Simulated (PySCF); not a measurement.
```xyz
16

C    -1.7767    1.1806    0.5330
B    -0.9626    0.1029   -0.2871
C    -1.7718   -1.1011   -0.9119
B     0.6748    0.2680   -0.5242
O     1.5496   -0.3795    0.3221
C     2.8562   -0.2983    0.2176
F     3.4494   -1.0634    1.1380
F     3.3327   -0.7034   -0.9718
F     3.3342    0.9449    0.3972
H    -2.0152    1.9982   -0.1491
H    -1.2181    1.6256    1.3529
H    -2.7236    0.8124    0.9207
H    -1.3975   -1.4252   -1.8800
H    -2.8409   -0.9212   -0.9985
H    -1.6498   -1.9543   -0.2427
H     1.1517    0.9227   -1.3876
```

Geometry: GFN2-xTB.

Computed with PySCF, PBE0/pcSseg-1, SCF density, gas phase, non-relativistic.

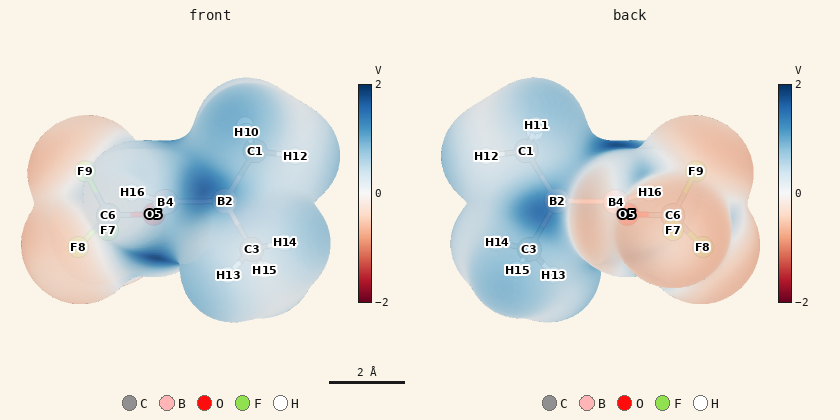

C$_{3}$H$_{7}$B$_{2}$F$_{3}$O (SMILES CB(C)BOC(F)(F)F). The electrostatic potential painted on the density surface at 0.002 e/bohr³, seen from the front and from behind; the colour scale runs from red (negative) to blue (positive).

Which sites attract a positive test charge, and which a negative one?

Answer. A positive charge is drawn to the negative regions and a negative charge to the positive ones. The most negative region (about −0.6 V) lies over O5, F7, F8 and F9, the most positive (about +1.7 V) over B4.
